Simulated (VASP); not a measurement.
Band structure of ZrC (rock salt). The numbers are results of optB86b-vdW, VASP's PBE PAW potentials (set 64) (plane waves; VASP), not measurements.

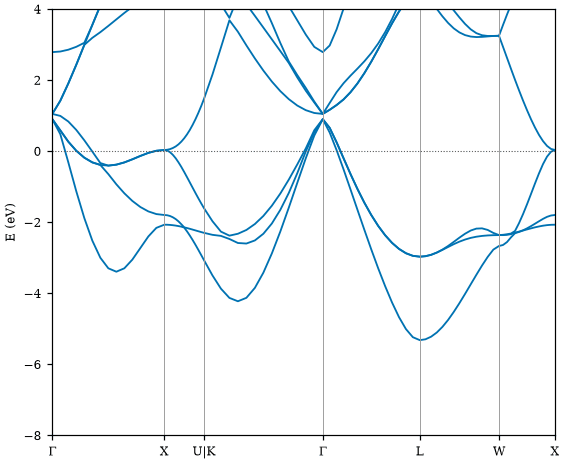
Fig. 1. Bands along high-symmetry lines, zero at the valence-band maximum or, without a gap, the Fermi level

Problem. Read the plot: is there a gap, and where are the band edges?

Solution. It has no gap at this level: it comes out as a metal or semimetal. (Edges off the drawn lines would not show.)

The compound is ZrC in the rock salt structure. It was relaxed first.
